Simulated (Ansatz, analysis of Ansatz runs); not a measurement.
## A hop of S in BaLa2S4 (I-42d), charge −2

How high is the barrier when S changes place in BaLa2S4 (I-42d)? The case: S_i by the interstitialcy path, charge −2, in a cell of 56 host atoms with 1 S put in.

Program: Ansatz 0.2.0. Level of theory: plane-wave PAW DFT, PBEsol; nudged elastic band between two relaxed defect structures at fixed charge in a uniform background. Results are calculated unless marked as measured.

## 1. Set-up

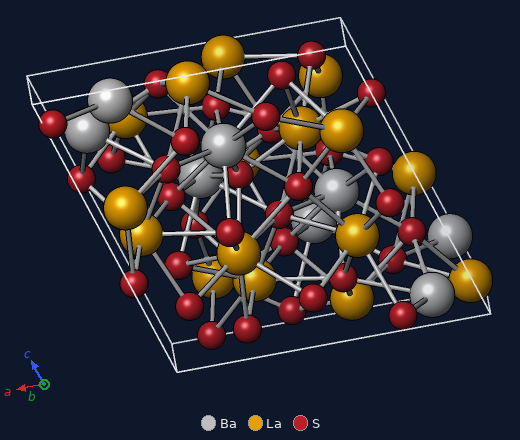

The starting structure, seen from a free direction (barium light grey, lanthanum orange, sulfur red).

The cell holds 57 atoms: 8 Ba, 16 La and 33 S. Cell: a = 12.447 Å, b = 12.447 Å, c = 12.477 Å, α = 59.9°, β = 59.9°, γ = 60.2°. It derives from BaLa2S4 (space group I-42d). Nearest the centre at fractional (0.479, 0.366, 0.797): S57 at 1.24 Å, S42 at 1.25 Å, La11 at 2.49 Å, Ba3 at 2.58 Å, S46 at 2.60 Å, La17 at 2.68 Å, S27 at 3.28 Å, S34 at 3.35 Å. The cell carries charge −2.

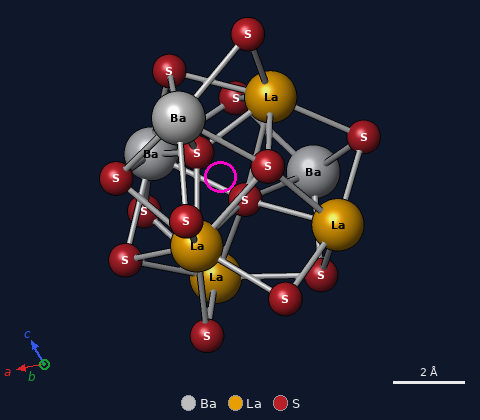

The atoms within 5 Å of the centre. A ring marks the middle of the ideal hop wherever no atom is near it.

The cell's shortest repeat is 12.4 Å.

## 2. Relaxation of the start point, charge −2

The ends come first: from an unrelaxed start the top is counted from too high an energy, and the barrier comes out too low. Small random displacements break the symmetry of the ideal sites, so that the defect can distort if it gains by it. The charge of −2 is set by the electron count, and a uniform background keeps the cell neutral.

qm2.start/input.yaml reads:

```yaml
crystal:
  lattice:
    - [0.0, 8.82241616, 8.78013777]
    - [8.82241616, 0.0, 8.78013777]
    - [8.82241616, 8.82241616, 0.0]
  atoms:
    - { symbol: Ba, position: [0.125, 0.625, 0.375] }
    - { symbol: Ba, position: [0.375, 0.875, 0.625] }
    - { symbol: Ba, position: [0.625, 0.125, 0.875] }
    - { symbol: Ba, position: [0.875, 0.375, 0.125] }
    - { symbol: Ba, position: [0.0, 0.0, 0.5] }
    - { symbol: Ba, position: [0.25, 0.25, 0.75] }
    - { symbol: Ba, position: [0.5, 0.5, 0.0] }
    - { symbol: Ba, position: [0.75, 0.75, 0.25] }
    - { symbol: La, position: [0.12368136, 1.00131864, 0.12631864] }
    - { symbol: La, position: [0.37368136, 0.25131864, 0.37631864] }
    - { symbol: La, position: [0.62368136, 0.50131864, 0.62631864] }
    - { symbol: La, position: [0.87368136, 0.75131864, 0.87631864] }
    - { symbol: La, position: [-0.00131864, 0.37631864, 0.37368136] }
    - { symbol: La, position: [0.24868136, 0.62631864, 0.62368136] }
    - { symbol: La, position: [0.49868136, 0.87631864, 0.87368136] }
    - { symbol: La, position: [0.74868136, 0.12631864, 0.12368136] }
    - { symbol: La, position: [0.25131864, 0.37368136, -0.00131864] }
    - { symbol: La, position: [0.50131864, 0.62368136, 0.24868136] }
    - { symbol: La, position: [0.75131864, 0.87368136, 0.49868136] }
    - { symbol: La, position: [1.00131864, 0.12368136, 0.74868136] }
    - { symbol: La, position: [0.12631864, 0.74868136, 1.00131864] }
    - { symbol: La, position: [0.37631864, -0.00131864, 0.25131864] }
    - { symbol: La, position: [0.62631864, 0.24868136, 0.50131864] }
    - { symbol: La, position: [0.87631864, 0.49868136, 0.75131864] }
    - { symbol: S, position: [0.23611748, 0.82415068, 0.34321553] }
    - { symbol: S, position: [0.48611748, 0.07415068, 0.59321553] }
    - { symbol: S, position: [0.73611748, 0.32415068, 0.84321553] }
    - { symbol: S, position: [0.98611748, 0.57415068, 0.09321553] }
    - { symbol: S, position: [0.07415068, 0.48611748, 0.84651631] }
    - { symbol: S, position: [0.32415068, 0.73611748, 0.09651631] }
    - { symbol: S, position: [0.57415068, 0.98611748, 0.34651631] }
    - { symbol: S, position: [0.82415068, 0.23611748, 0.59651631] }
    - { symbol: S, position: [0.21821553, 0.97151631, 0.86111748] }
    - { symbol: S, position: [0.46821553, 0.22151631, 0.11111748] }
    - { symbol: S, position: [0.71821553, 0.47151631, 0.36111748] }
    - { symbol: S, position: [0.96821553, 0.72151631, 0.61111748] }
    - { symbol: S, position: [0.11111748, 0.19915068, 0.22151631] }
    - { symbol: S, position: [0.36111748, 0.44915068, 0.47151631] }
    - { symbol: S, position: [0.61111748, 0.69915068, 0.72151631] }
    - { symbol: S, position: [0.86111748, 0.94915068, 0.97151631] }
    - { symbol: S, position: [0.19915068, 0.11111748, 0.46821553] }
    - { symbol: S, position: [0.44915068, 0.36111748, 0.71821553] }
    - { symbol: S, position: [0.69915068, 0.61111748, 0.96821553] }
    - { symbol: S, position: [0.94915068, 0.86111748, 0.21821553] }
    - { symbol: S, position: [0.09321553, 0.34651631, 0.57415068] }
    - { symbol: S, position: [0.34321553, 0.59651631, 0.82415068] }
    - { symbol: S, position: [0.59321553, 0.84651631, 0.07415068] }
    - { symbol: S, position: [0.84321553, 0.09651631, 0.32415068] }
    - { symbol: S, position: [0.09651631, 0.84321553, 0.73611748] }
    - { symbol: S, position: [0.34651631, 0.09321553, 0.98611748] }
    - { symbol: S, position: [0.59651631, 0.34321553, 0.23611748] }
    - { symbol: S, position: [0.84651631, 0.59321553, 0.48611748] }
    - { symbol: S, position: [0.22151631, 0.46821553, 0.19915068] }
    - { symbol: S, position: [0.47151631, 0.71821553, 0.44915068] }
    - { symbol: S, position: [0.72151631, 0.96821553, 0.69915068] }
    - { symbol: S, position: [0.97151631, 0.21821553, 0.94915068] }
    - { symbol: S, position: [0.503885, 0.371115, 0.878885] }
total_charge: -2
basis:
  ecutwfc: 420
  xc_grid: 2
hamiltonian:
  xc: pbesol
kpoints:
  mp_grid: { grid: [1, 1, 1], shift: [0.25, 0.25, 0.25] }
scf:
  occupations: { method: fixed }
  max_iter: 120
output:
  forces: true
relax:
  f_tol: 0.02
  max_steps: 70
  random_displacement: { amplitude: 0.03, seed: 1122 }
```

On the command line:

```
> ansatz run input.yaml --threads 32 --pin off --max-ram 84787MiB --backend cuda --events-out ev --progress --plain --runs-dir out --max-vram 78GiB
```

The log of the run:

```text
[...]
Engine: ansatz 0.2.0, aarch64-unknown-linux-gnu
[...]
Pseudopotential: Ba, paw, valence charge 10, recommended cutoff 420 eV (normal), Ba.paw.azcp
Pseudopotential: La, paw, valence charge 11, recommended cutoff 420 eV (normal), La.paw.azcp
Pseudopotential: S, paw, valence charge 6, recommended cutoff 420 eV (normal), S.paw.azcp
Functional definition: PBEsol
[...]
Crystal: 57 atoms, lattice volume = 1366.805 Å³
Basis set: ecut = 420 eV, 26637 PW (Γ), exchange–correlation on 180×180×180 points (8 copies of the dense FFT grid, shifted against one another)
Bands: 285, of which v1, the nominal top of the filled ones, is band 228 counted from 1 (227 counted from 0)
[...]
k-points: 1
[...]
SCF iter   2: F=—  HF=-174782.612985 eV  |F-HF|=—  |Δ(HF+E_count)|=   3.25e-1  Δρ=3.43e-3  dr2=2.19e-1  ethr=4.02e-4  ⟨swp⟩=4.0  Hψ=413  notcnv=0  defer=55
[...]
SCF 1 converged in 7 iterations: F = -174782.571930 eV  dr2 = 2.97e-6
[...]
relax step   1: F+E_penalty+E_count = -174782.57193025 eV  Δ(F+E_penalty+E_count) = +0.000e0 eV  max|allowed force component| = 2.118e0 eV/Å  Δτ_max = 0.0000 Å  (7 SCF iters, dr2 threshold 1.00e-5 eV, [...]
[...]
SCF iter   1: F=—  HF=-174784.164141 eV  |F-HF|=—  |Δ(HF+E_count)|=         —  Δρ=3.80e-3  dr2=4.18e-1  ethr=9.19e-5  ⟨swp⟩=1.0  Hψ=969  notcnv=0  defer=51
[...]
SCF iter   2: F=—  HF=-174784.070915 eV  |F-HF|=—  |Δ(HF+E_count)|=   9.32e-2  Δρ=1.79e-3  dr2=6.83e-2  ethr=9.17e-5  ⟨swp⟩=3.0  Hψ=397  notcnv=0  defer=55
[...]
SCF 6 converged in 6 iterations: F = -174784.434503 eV  dr2 = 1.81e-8
relax step   6: F+E_penalty+E_count = -174784.43450299 eV  Δ(F+E_penalty+E_count) = -6.356e-4 eV  max|allowed force component| = 1.764e-2 eV/Å  Δτ_max = 0.0142 Å  (6 SCF iters, accepted)
SCF converged after 6 iterations
[...]
```

It took 4.2 s on 1 × NVIDIA GB200 with 32 threads of Arm Neoverse V2, shared host; peak memory 1.4 GiB; 15 s of CPU time.

Step by step:

| step | energy less that of the first step (eV) | largest force component (eV/Å) |
| --- | --- | --- |
| 1 | 0.0000 | 2.1182 |
| 2 | -1.4816 | 0.6557 |
| 3 | -1.7940 | 0.2246 |
| 4 | -1.8593 | 0.1054 |
| 5 | -1.8619 | 0.0384 |
| 6 | -1.8626 | 0.0176 |

The atoms that moved most (Å, from the sites as typed, ahead of the random displacement, the mean shift of all atoms taken out):

| atom | dx | dy | dz | length |
| --- | --- | --- | --- | --- |
| S42 | -0.181 | -0.310 | -0.038 | 0.361 |
| S46 | 0.175 | -0.296 | 0.054 | 0.348 |
| S27 | -0.129 | 0.246 | 0.186 | 0.334 |
| S34 | 0.130 | 0.237 | -0.192 | 0.332 |
| S38 | -0.081 | -0.137 | 0.003 | 0.159 |
| S49 | 0.075 | -0.135 | -0.011 | 0.154 |
| S56 | 0.014 | 0.132 | 0.023 | 0.135 |
| S31 | -0.023 | 0.129 | -0.029 | 0.134 |

Neighbours of S57 at the end:

| atom | distance (Å) |
| --- | --- |
| La11 | 2.672 |
| La17 | 2.676 |
| Ba3 | 2.784 |
| Ba7 | 2.787 |
| S34 | 2.821 |
| S27 | 2.825 |
| S46 | 2.831 |
| S42 | 2.836 |

Numbers from this step:

- free energy: -174784.4345 eV
- r.m.s. move of the farther half of the atoms: 0.05299 Å
- largest move from the ideal geometry of this structure, a common shift of the far atoms taken out: 0.3610 Å

The relaxation gained 1.863 eV and ended with a largest force component of 0.018 eV/Å.

## 3. Relaxation of the end point, charge −2

The end point is relaxed in the same cell and settings, so that the two energies compare. Atoms more than 3.2 Å from the middle of the hop start where the first relaxation left them, the nearer ones on or close to their ideal places, with small random displacements.

qm2.end/input.yaml reads:

```yaml
crystal:
  lattice:
    - [0.0, 8.82241616, 8.78013777]
    - [8.82241616, 0.0, 8.78013777]
    - [8.82241616, 8.82241616, 0.0]
  atoms:
    - { symbol: Ba, position: [0.12220992, 0.62639398, 0.37282634] }
    - { symbol: Ba, position: [0.37391122, 0.87701762, 0.62240786] }
    - { symbol: Ba, position: [0.625, 0.125, 0.875] }
[... 7 atom lines left out ...]
    - { symbol: La, position: [0.62368136, 0.50131864, 0.62631864] }
[... 2 atom lines left out ...]
    - { symbol: La, position: [0.24414812, 0.63086451, 0.6192133] }
[... 2 atom lines left out ...]
    - { symbol: La, position: [0.25131864, 0.37368136, -0.00131864] }
[... 5 atom lines left out ...]
    - { symbol: La, position: [0.62402019, 0.2516349, 0.49835215] }
[... 3 atom lines left out ...]
    - { symbol: S, position: [0.76743331, 0.31375696, 0.83858973] }
[... 4 atom lines left out ...]
    - { symbol: S, position: [0.82255619, 0.23737091, 0.59430391] }
[... 1 atom line left out ...]
    - { symbol: S, position: [0.46284307, 0.20477609, 0.1422032] }
[... 7 atom lines left out ...]
    - { symbol: S, position: [0.4961, 0.1289, 0.7539] }
[... 3 atom lines left out ...]
    - { symbol: S, position: [0.34321553, 0.59651631, 0.82415068] }
[... 3 atom lines left out ...]
    - { symbol: S, position: [0.34803315, 0.09284844, 0.98434672] }
[... 6 atom lines left out ...]
    - { symbol: S, position: [0.453389, 0.360562, 0.716005] }
total_charge: -2
basis:
  ecutwfc: 420
  xc_grid: 2
hamiltonian:
  xc: pbesol
kpoints:
  mp_grid: { grid: [1, 1, 1], shift: [0.25, 0.25, 0.25] }
scf:
  occupations: { method: fixed }
  max_iter: 120
output:
  forces: true
relax:
  f_tol: 0.02
  max_steps: 70
  random_displacement: { amplitude: 0.01, seed: 1122 }
```

The log of the run:

```text
[...]
Crystal: 57 atoms, lattice volume = 1366.805 Å³
Basis set: ecut = 420 eV, 26637 PW (Γ), exchange–correlation on 180×180×180 points (8 copies of the dense FFT grid, shifted against one another)
Bands: 285, of which v1, the nominal top of the filled ones, is band 228 counted from 1 (227 counted from 0)
[...]
k-points: 1
[...]
SCF iter   2: F=—  HF=-174781.765465 eV  |F-HF|=—  |Δ(HF+E_count)|=   3.31e-1  Δρ=3.48e-3  dr2=2.36e-1  ethr=4.18e-4  ⟨swp⟩=4.0  Hψ=415  notcnv=0  defer=54
[...]
SCF 1 converged in 8 iterations: F = -174781.722098 eV  dr2 = 5.66e-7
[...]
relax step   1: F+E_penalty+E_count = -174781.72209761 eV  Δ(F+E_penalty+E_count) = +0.000e0 eV  max|allowed force component| = 1.923e0 eV/Å  Δτ_max = 0.0000 Å  (8 SCF iters, dr2 threshold 1.00e-5 eV, [...]
[...]
SCF 7 converged in 6 iterations: F = -174784.434351 eV  dr2 = 1.65e-8
relax step   7: F+E_penalty+E_count = -174784.43435117 eV  Δ(F+E_penalty+E_count) = -2.917e-4 eV  max|allowed force component| = 1.814e-2 eV/Å  Δτ_max = 0.0164 Å  (6 SCF iters, accepted)
SCF converged after 6 iterations
[...]
```

Wall time 4.4 s (1 × NVIDIA GB200 with 32 threads); peak memory 1.4 GiB; 18 s of CPU time.

Step by step:

| step | energy less that of the first step (eV) | largest force component (eV/Å) |
| --- | --- | --- |
| 1 | 0.0000 | 1.9232 |
| 2 | -2.1004 | 0.7685 |
| 3 | -2.6820 | 0.1842 |
| 4 | -2.6988 | 0.2265 |
| 5 | -2.7119 | 0.0341 |
| 6 | -2.7120 | 0.0282 |
| 7 | -2.7123 | 0.0181 |

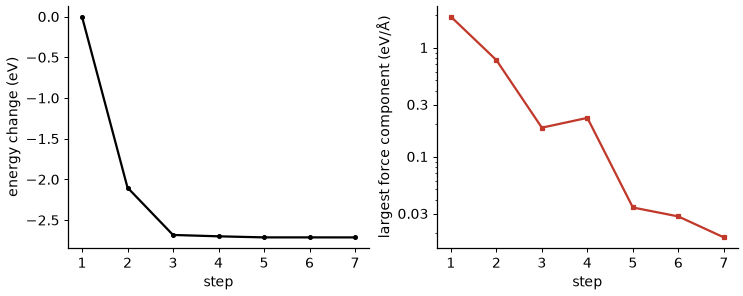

Energy and largest force along the relaxation.

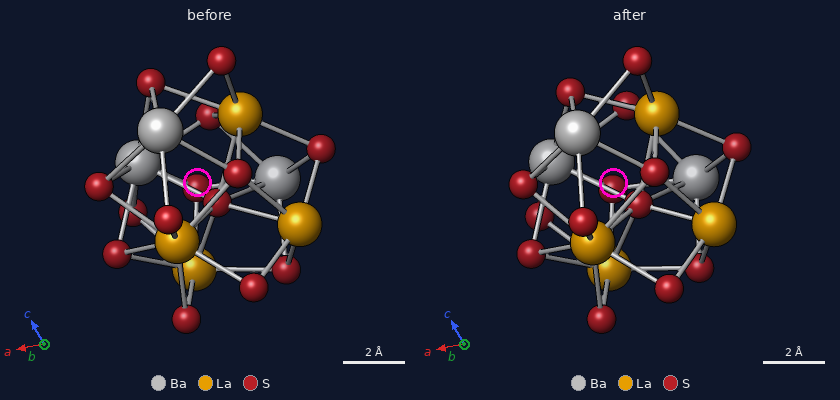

Before and after: the atoms that start within 5 Å of the centre. S26, which moves most, is ringed if it is among them. A ring with no atom in it marks the middle of the ideal hop.

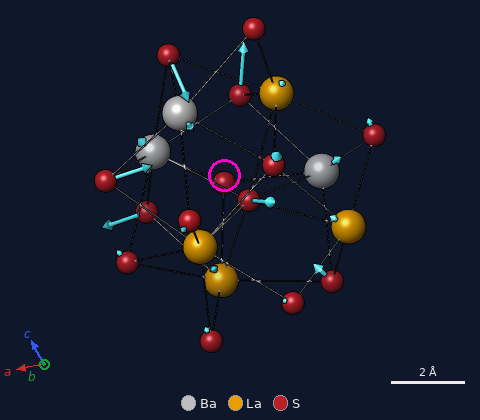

Displacements in the relaxation from the typed sites near the centre, exaggerated; the longest in the cell stands for 0.37 Å. A ring marks the middle of the ideal hop wherever no atom is near it.

The atoms that moved most (Å, from the sites as typed, ahead of the random displacement):

| atom | dx | dy | dz | length |
| --- | --- | --- | --- | --- |
| S26 | -0.322 | -0.179 | -0.019 | 0.369 |
| S50 | 0.250 | 0.137 | -0.207 | 0.352 |
| S55 | -0.271 | 0.208 | 0.063 | 0.347 |
| S57 | 0.273 | -0.146 | 0.152 | 0.345 |
| S34 | -0.075 | -0.254 | 0.215 | 0.341 |
| S27 | 0.143 | -0.220 | -0.172 | 0.314 |
| S31 | -0.113 | -0.200 | 0.036 | 0.232 |
| S36 | -0.136 | 0.091 | -0.044 | 0.169 |

Neighbours of S57 at the end:

| atom | distance (Å) |
| --- | --- |
| La11 | 2.740 |
| La14 | 2.819 |
| S42 | 2.823 |
| S46 | 3.059 |
| La17 | 3.121 |
| La23 | 3.202 |
| S38 | 3.293 |
| Ba3 | 3.336 |
| Ba6 | 3.388 |

This step gave:

```yaml
free_energy: -174784.4344 eV
r_m_s_move_of_the_farther_half_of_the_atoms: 0.04864 Å
largest_move_from_the_ideal_geometry_of_this_structure_a_common_shift_of_the_far_atoms_taken_out: 0.3595 Å
```

The relaxation gained 2.712 eV and ended with a largest force component of 0.018 eV/Å. The end lies within 1 meV of the start.

(Part 1 of 3 ends here.)

[Logs are printed without paths, hosts, clocks, repeated set-up lines and the standing remarks that a program may print on its own settings, such as how far it seeks lower states.]

[Hosts, paths, dates, database ids (printed as entryN), source tags and the programs' standing remarks are cut or masked in the printed files.]
